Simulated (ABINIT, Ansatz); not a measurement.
## ZrSe3 (P2_1/m): bands and cutoff in G0W0 with ABINIT

Aim: raise bands and screening cutoff together for ZrSe3 (P2_1/m) and follow gap and time.

Program: ABINIT 10.8.3. Level of theory: LDA and many-body steps on it, plane waves. Results are calculated unless marked as measured.

### 1. The structure

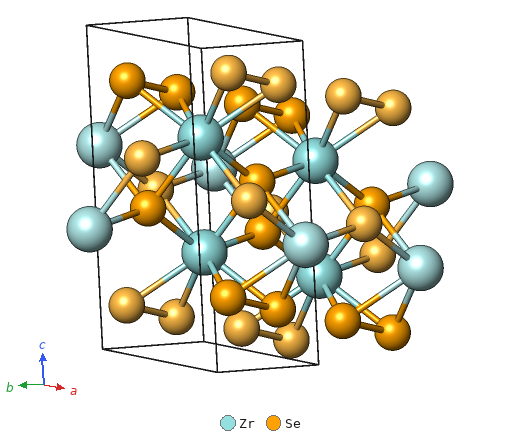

The cell as given, from a free direction (zirconium light teal, selenium orange). 2×1×1 cells are drawn. Some periodic images of atoms are drawn too.

The cell and positions come from the Crystallography Open Database and are kept as given unless a step says otherwise.

### 2. Empty states on the mesh, 2×4×1 mesh, 430 bands

This step: ABINIT 10.8.3; DFT, LDA, plane waves, norm-conserving pseudopotentials.

The sums over transitions need many empty states on a uniform mesh; this step solves for them.

Contents of run.abi:

```
acell 3*1.0 Angstrom
rprim 
  5.410900000000 -0.000000000000 -0.000000000000
  -0.000000000000 3.748800000000 0.000000000000
  -1.229420909100 0.000000000000 9.363634990100
ntypat 2
znucl 40 34
natom 8
typat 1 1 2 2 2 2 2 2
xred 
  0.285000000000 0.250000000000 0.656000000000
  0.715000000000 0.750000000000 0.344000000000
  0.762000000000 0.250000000000 0.554000000000
  0.238000000000 0.750000000000 0.446000000000
  0.456000000000 0.250000000000 0.174000000000
  0.544000000000 0.750000000000 0.826000000000
  0.888000000000 0.250000000000 0.169000000000
  0.112000000000 0.750000000000 0.831000000000
pp_dirpath "pseudos"
pseudos "Zr.upf, Se.upf"
ecut 48
ngkpt 2 4 1
nshiftk 1
shiftk 0 0 0
kptopt 1
chksymbreak 0
iscf -2
irdden 1
istwfk *1
nband 430
nbdbuf 38
tolwfr 1e-09
nstep 60
prtvol 0
indata_prefix "in"
outdata_prefix "out"
tmpdata_prefix "tmp"
```

Launch:

```sh
OMP_NUM_THREADS=2 mpirun -n 6 abinit run.abi > log
```

Numbers of over 12 decimals in the logs are rounded to 6 here.

What it wrote:

```text
.Version 10.8.3 of ABINIT. v10.8.2 released Aug 2026.

 Symmetries : space group P2_1/m (# 11); Bravais mP (primitive monocl.)
[... echo of the input left out ...]
== DATASET  1 ==================================================================
-   mpi_nproc: 6, omp_nthreads: 2 (-1 if OMP is not activated)

--- !DatasetInfo
iteration_state: {dtset: 1, }
dimensions: {natom: 8, nkpt: 6, mband: 430, nsppol: 1, nspinor: 1, nspden: 1, mpw: 20400, }
cutoff_energies: {ecut:  48.0, pawecutdg:  -1.0, }
[...]
2.99491    2.99770    2.99933    3.00871    3.00896    3.01270    3.01762    3.03212
   3.03286    3.03852    3.05066    3.05267    3.05480    3.05864    3.06404    3.07966
   3.08505    3.08897    3.09293    3.10133    3.10798    3.11354
 prteigrs : prtvol=0 or 1, do not print more k-points.

== END DATASET(S) ==============================================================
================================================================================

 -outvars: echo values of variables after computation  --------
            nband         430
             nkpt           6
          spgroup          11
 [... the other variables as echoed above ...]

 Calculation completed.
```

Run time: 6 min. Hardware: 6 MPI ranks of Arm Neoverse V2, shared host; peak memory 1.7 GiB; 57 min of CPU time.

Numbers from this step:

```
gap                                                           : 0.2917 eV
k of the valence top                                          : 0, 0, 0
k of the conduction bottom                                    : 0.5, 0, 0
least direct gap                                              : 0.5951 eV
k points computed                                             : 6
lowest point of the top converged band, above the valence top : 70.3493 eV
```

On this mesh the gap is 0.292 eV.

The density comes from a self-consistent run that is not shown.

### 3. Screening, 2×4×1 mesh, 122 bands, screening to 62.6 eV

The RPA dielectric matrix is built and inverted for each q.

This step: RPA screening on LDA, plane waves, norm-conserving pseudopotentials.

Changes to run.abi since step 2:

```diff
@@ -26,10 +26,11 @@
 chksymbreak 0
-iscf -2
-irdden 1
 istwfk *1
-nband 430
-nbdbuf 38
-tolwfr 1e-09
-nstep 60
-prtvol 0
+occopt 1
+irdwfk 1
+optdriver 3
+nband 122
+ecuteps 2.3
+inclvkb 2
+awtr 1
+symchi 1
 indata_prefix "in"
```

Launch:

```sh
OMP_NUM_THREADS=1 mpirun -n 16 abinit run.abi > log
```

What it wrote:

```text
.Version 10.8.3 of ABINIT. v10.8.2 released Aug 2026.

 Symmetries : space group P2_1/m (# 11); Bravais mP (primitive monocl.)
[... echo of the input left out ...]
== DATASET  1 ==================================================================
-   mpi_nproc: 16, omp_nthreads: 1 (-1 if OMP is not activated)

--- !DatasetInfo
iteration_state: {dtset: 1, }
dimensions: {natom: 8, nkpt: 6, mband: 122, nsppol: 1, nspinor: 1, nspden: 1, mpw: 20400, }
cutoff_energies: {ecut:  48.0, pawecutdg:  -1.0, }
electrons: {nelect:   1.68000000E+02, charge:   0.00000000E+00, occopt:   1.00000000E+00, tsmear:   1.00000000E-02, }

 SCREENING: Calculation of the susceptibility and dielectric matrices

 Based on a program developped by R.W. Godby, V. Olevano, G. Onida, and L. Reining.
 Incorporated in ABINIT by V. Olevano, G.-M. Rignanese, and M. Torrent.
.Using double precision arithmetic ; gwpc =  8

[... cell and pseudopotentials left out ...]
--------------------------------------------------------------------------------

 ==== K-mesh for the wavefunctions ====
 Number of points in the irreducible wedge :     6
[... list of points left out ...]
 Together with  4 symmetry operations and time-reversal symmetry
 yields     8 points in the full Brillouin Zone.

 ==== Q-mesh for the screening function ====
 Number of points in the irreducible wedge :     6
[... list of points left out ...]
 Together with  4 symmetry operations and time-reversal symmetry
 yields     8 points in the full Brillouin Zone.

 setmesh: FFT mesh size selected  =    45x   30x   72
          total number of points  =        97200

 vcoul_init : cutoff-mode = AUXILIARY_FUNCTION
 q-points for optical limit:   1
     1)      0.000010    0.000020    0.000030

- screening: taking advantage of time-reversal symmetry
- Maximum band index for partially occupied states nbvw = 84
- Remaining bands to be divided among processors   nbcw = 38
- Number of bands treated by each node ~2

 Number of electrons calculated from density =  168.0000; Expected =  168.0000
 average of density, n =  0.131071
 r_s =    1.2212
 omega_plasma =   34.9228 [eV]

 calculating chi0 at frequencies [eV] :
  1    0.000000E+00    0.000000E+00
  2    0.000000E+00    3.492278E+01

--------------------------------------------------------------------------------
  q-point number  1        q = ( 0.000000, 0.000000, 0.000000) [r.l.u.]
--------------------------------------------------------------------------------
[... chi0 elements left out ...]
 For q-point:  0.000010 0.000020 0.000030
  dielectric constant =  17.0593
  dielectric constant without local fields =  19.6730

  Average fulfillment of the sum rule on Im[epsilon] for q-point    1 :     18.57  [%]
[... wings left out ...]
  q-point number  2        q = ( 0.500000, 0.000000, 0.000000) [r.l.u.]
--------------------------------------------------------------------------------
[... chi0 elements left out ...]
  Average fulfillment of the sum rule on Im[epsilon] for q-point    2 :     21.89  [%]

 [... 4 further q-points ...]
```

Elapsed: 50 s, on 16 MPI ranks; peak memory 17 GiB; 13 min of CPU time.

This step gave:

| Item | Value |
| --- | --- |
| ε∞ with local fields, on this mesh, along the program's q direction | 17.06 |
| the same without local fields | 19.67 |
| plasma frequency | 34.92 eV |
| plane waves in the screening matrix | 217 |

Local fields lower ε∞ by 13 %. On a Γ-centred mesh this coarse the value itself is usually too large, while a short band sum pulls it down.

### 4. 122 bands, 62.6 eV

The self-energy is evaluated for the states that the input lists, and the levels follow from it, in one-shot runs by the linearised quasiparticle equation.

This step: G0W0 on LDA, plane waves, norm-conserving pseudopotentials.

Changes to run.abi since step 3:

```diff
@@ -29,8 +29,17 @@
 irdwfk 1
-optdriver 3
+optdriver 4
 nband 122
+gwcalctyp 0
+ecutsigx 48
+symsigma 1
+nkptgw 2
+kptgw 
+  0.0000000000 0.0000000000 0.0000000000
+  0.5000000000 0.0000000000 0.0000000000
+bdgw 
+  83 86
+  83 86
 ecuteps 2.3
-inclvkb 2
-awtr 1
-symchi 1
+irdscr 1
+ppmodel 1
 indata_prefix "in"
```

What it wrote:

```text
.Version 10.8.3 of ABINIT. v10.8.2 released Aug 2026.

 Symmetries : space group P2_1/m (# 11); Bravais mP (primitive monocl.)
[... echo of the input left out ...]
== DATASET  1 ==================================================================
-   mpi_nproc: 16, omp_nthreads: 1 (-1 if OMP is not activated)

--- !DatasetInfo
iteration_state: {dtset: 1, }
dimensions: {natom: 8, nkpt: 6, mband: 122, nsppol: 1, nspinor: 1, nspden: 1, mpw: 20400, }
cutoff_energies: {ecut:  48.0, pawecutdg:  -1.0, }
electrons: {nelect:   1.68000000E+02, charge:   0.00000000E+00, occopt:   1.00000000E+00, tsmear:   1.00000000E-02, }

 SIGMA: Calculation of the GW corrections

 Based on a program developped by R.W. Godby, V. Olevano, G. Onida, and L. Reining.
 Incorporated in ABINIT by V. Olevano, G.-M. Rignanese, and M. Torrent.
.Using double precision arithmetic ; gwpc =  8

[... cell and pseudopotentials left out ...]
--------------------------------------------------------------------------------

 ==== K-mesh for the wavefunctions ====
 Number of points in the irreducible wedge :     6
[... list of points left out ...]
 Together with  4 symmetry operations and time-reversal symmetry
 yields     8 points in the full Brillouin Zone.

 ==== Q-mesh for screening function ====
 Number of points in the irreducible wedge :     6
[... list of points left out ...]
 Together with  4 symmetry operations and time-reversal symmetry
 yields     8 points in the full Brillouin Zone.

 vcoul_init : cutoff-mode = AUXILIARY_FUNCTION
 q-points for optical limit:   1
     1)      0.000010    0.000020    0.000030
 setmesh: FFT mesh size selected  =    72x   48x  120
          total number of points  =       414720

 Number of electrons calculated from density =  168.0000; Expected =  168.0000
 average of density, n =  0.131071
 r_s =    1.2212
 omega_plasma =   34.9228 [eV]

 === KS Band Gaps ===
  >>>> For spin  1
   Minimum direct gap =   0.5953 [eV], located at k-point      :   0.5000  0.0000  0.0000
   Fundamental gap    =   0.2918 [eV], Top of valence bands at :   0.0000  0.0000  0.0000
                                       Bottom of conduction at :   0.5000  0.0000  0.0000
 SIGMA fundamental parameters:
 PLASMON POLE MODEL  1
 number of plane-waves for SigmaX                20343
 number of plane-waves for SigmaC and W            217
 number of plane-waves for wavefunctions         20343
 number of bands                                   122
 number of independent spin polarizations            1
 number of spinorial components                      1
 number of k-points in IBZ                           6
 number of q-points in IBZ                           6
 number of symmetry operations                       4
 number of k-points in BZ                            8
 number of q-points in BZ                            8
 number of frequencies for dSigma/dE                 9
 frequency step for dSigma/dE [eV]                0.25
 number of omega for Sigma on real axis              0
 max omega for Sigma on real axis  [eV]           0.00
 zcut for avoiding poles [eV]                     0.10

 EPSILON^-1 parameters (SCR file):
 dimension of the eps^-1 matrix on file            217
 dimension of the eps^-1 matrix used               217
 number of plane-waves for wavefunctions         20343
 number of bands                                   122
 number of q-points in IBZ                           6
 number of frequencies                               2
 number of real frequencies                          1
 number of imag frequencies                          1

 matrix elements of self-energy operator (all in [eV])

 Perturbative Calculation

--- !SelfEnergy_ee
iteration_state: {dtset: 1, }
kpoint     : [   0.000,    0.000,    0.000, ]
spin       : 1
KS_gap     :    0.626
QP_gap     :    1.012
Delta_QP_KS:    0.386
data: !SigmaeeData |
     Band     E0 <VxcDFT>   SigX SigC(E0)      Z dSigC/dE  Sig(E)    E-E0       E
       83   6.127 -15.080 -16.276   2.587   0.801  -0.249 -13.966   1.114   7.241
       84   6.253 -15.341 -16.921   2.994   0.802  -0.247 -14.207   1.133   7.386
       85   6.879 -13.260  -8.379  -2.983   0.801  -0.249 -11.741   1.519   8.398
       86   7.247 -13.681  -8.102  -3.541   0.795  -0.258 -12.060   1.621   8.868

--- !SelfEnergy_ee
iteration_state: {dtset: 1, }
kpoint     : [   0.500,    0.000,    0.000, ]
spin       : 1
KS_gap     :    0.595
QP_gap     :    1.180
Delta_QP_KS:    0.584
data: !SigmaeeData |
     Band     E0 <VxcDFT>   SigX SigC(E0)      Z dSigC/dE  Sig(E)    E-E0       E
       83   5.878 -15.025 -16.693   2.932   0.800  -0.251 -14.015   1.010   6.888
       84   5.949 -15.079 -16.666   2.879   0.800  -0.250 -14.046   1.033   6.983
       85   6.545 -14.133 -10.081  -2.023   0.798  -0.254 -12.515   1.618   8.162
       86   6.885 -14.406 -10.124  -2.133   0.797  -0.255 -12.693   1.713   8.598

== END DATASET(S) ==============================================================
================================================================================

 -outvars: echo values of variables after computation  --------
           etotal      0.0000000000E+00
            nband         122
             nkpt           6
          spgroup          11
 [... the other variables as echoed above ...]

 Calculation completed.
```

Wall time 9 s (16 MPI ranks); peak memory 6 GiB; 2.4 min of CPU time.

Numbers from this step:

| Item | Value |
| --- | --- |
| G0W0 gap on the points computed | 0.7760 eV |
| starting gap on the mesh | 0.2917 eV |
| k of the valence top | 0, 0, 0 |
| k of the conduction bottom | 0.5, 0, 0 |
| Z at the valence top | 0.802 |
| Z at the conduction bottom | 0.798 |
| least direct G0W0 gap on the computed points | 1.012 eV |

The gap on the mesh goes from 0.29 eV to 0.78 eV, a correction of +0.48 eV.

### 5. Screening, 2×4×1 mesh, 209 bands, screening to 114.3 eV

This step: RPA screening on LDA, plane waves, norm-conserving pseudopotentials.

Changes to run.abi since step 4:

```diff
@@ -29,17 +29,8 @@
 irdwfk 1
-optdriver 4
-nband 122
-gwcalctyp 0
-ecutsigx 48
-symsigma 1
-nkptgw 2
-kptgw 
-  0.0000000000 0.0000000000 0.0000000000
-  0.5000000000 0.0000000000 0.0000000000
-bdgw 
-  83 86
-  83 86
-ecuteps 2.3
-irdscr 1
-ppmodel 1
+optdriver 3
+nband 209
+ecuteps 4.2
+inclvkb 2
+awtr 1
+symchi 1
 indata_prefix "in"
```

What it wrote:

```text
.Version 10.8.3 of ABINIT. v10.8.2 released Aug 2026.

 Symmetries : space group P2_1/m (# 11); Bravais mP (primitive monocl.)
[... echo of the input left out ...]
== DATASET  1 ==================================================================
-   mpi_nproc: 16, omp_nthreads: 1 (-1 if OMP is not activated)

--- !DatasetInfo
iteration_state: {dtset: 1, }
dimensions: {natom: 8, nkpt: 6, mband: 209, nsppol: 1, nspinor: 1, nspden: 1, mpw: 20400, }
cutoff_energies: {ecut:  48.0, pawecutdg:  -1.0, }
electrons: {nelect:   1.68000000E+02, charge:   0.00000000E+00, occopt:   1.00000000E+00, tsmear:   1.00000000E-02, }

 SCREENING: Calculation of the susceptibility and dielectric matrices

 Based on a program developped by R.W. Godby, V. Olevano, G. Onida, and L. Reining.
 Incorporated in ABINIT by V. Olevano, G.-M. Rignanese, and M. Torrent.
.Using double precision arithmetic ; gwpc =  8

[... cell and pseudopotentials left out ...]
--------------------------------------------------------------------------------

 ==== K-mesh for the wavefunctions ====
 Number of points in the irreducible wedge :     6
[... list of points left out ...]
 Together with  4 symmetry operations and time-reversal symmetry
 yields     8 points in the full Brillouin Zone.

 ==== Q-mesh for the screening function ====
 Number of points in the irreducible wedge :     6
[... list of points left out ...]
 Together with  4 symmetry operations and time-reversal symmetry
 yields     8 points in the full Brillouin Zone.

 setmesh: FFT mesh size selected  =    45x   30x   72
          total number of points  =        97200

 vcoul_init : cutoff-mode = AUXILIARY_FUNCTION
 q-points for optical limit:   1
     1)      0.000010    0.000020    0.000030

- screening: taking advantage of time-reversal symmetry
- Maximum band index for partially occupied states nbvw = 84
- Remaining bands to be divided among processors   nbcw = 125
- Number of bands treated by each node ~7

 Number of electrons calculated from density =  168.0000; Expected =  168.0000
 average of density, n =  0.131071
 r_s =    1.2212
 omega_plasma =   34.9228 [eV]

 calculating chi0 at frequencies [eV] :
  1    0.000000E+00    0.000000E+00
  2    0.000000E+00    3.492278E+01

--------------------------------------------------------------------------------
  q-point number  1        q = ( 0.000000, 0.000000, 0.000000) [r.l.u.]
--------------------------------------------------------------------------------
[... chi0 elements left out ...]
 For q-point:  0.000010 0.000020 0.000030
  dielectric constant =  17.0457
  dielectric constant without local fields =  19.7442

  Average fulfillment of the sum rule on Im[epsilon] for q-point    1 :     30.17  [%]
[... wings left out ...]
  q-point number  2        q = ( 0.500000, 0.000000, 0.000000) [r.l.u.]
--------------------------------------------------------------------------------
[... chi0 elements left out ...]
  Average fulfillment of the sum rule on Im[epsilon] for q-point    2 :     31.79  [%]

 [... 4 further q-points ...]
```

Wall time 2.3 min (16 MPI ranks); peak memory 20 GiB.

Numbers from this step:

- ε∞ with local fields, on this mesh, along the program's q direction: 17.05
- the same without local fields: 19.74
- plasma frequency: 34.92 eV
- plane waves in the screening matrix: 521

(Part 1 of 2 ends here.)

[Paths, hosts, dates, memory and timing lines, banners, echoed tables and standing remarks are left out of the program output.]

[Logs are printed without paths, hosts, clocks, repeated set-up lines and the standing remarks that a program may print on its own settings, such as how far it seeks lower states.]

[Runs of the session that timed out or met a known fault of the program may be left out.]

[Hosts, paths, dates, database ids (printed as entryN), source tags and the programs' standing remarks are cut or masked in the printed files.]

[G0W0 gaps are taken among the corrected bands and points alone; a level outside them can change the order at an edge.]

[Where Ansatz stands beside ABINIT at settings called matched, ABINIT's density can come from a denser mesh and the files from another edition; pairs whose starting gaps differed by over 0.03 eV were left out, so agreement reads better than it is.]
